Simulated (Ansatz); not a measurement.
The starting structures come from a database of crystals and need not be the phases stable at ambient conditions.

 Where the default PAW files enter, the runs use the earlier of Ansatz's two default sets.

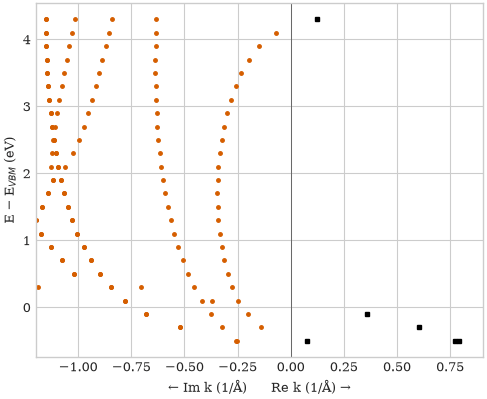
Figure. Complex bands at the centre of the two-dimensional zone; r2SCAN in Ansatz (a first-principles code)

No gap correction and no spin-orbit coupling; mid-gap values are interpolated between computed energies.

Problem. This is MgO (P6_3mc, wurtzite, not sure to be the ambient phase, 4 atoms a cell, 11.8 Å³ an atom) along the normal of (100). Read off the slowest decay at the centre of the two-dimensional zone at 2.10 eV, the computed energy nearest the middle of the gap.

Solution. κ ≈ 0.34 1/Å, a decay length 1/(2κ) of the density of 1.5 Å.
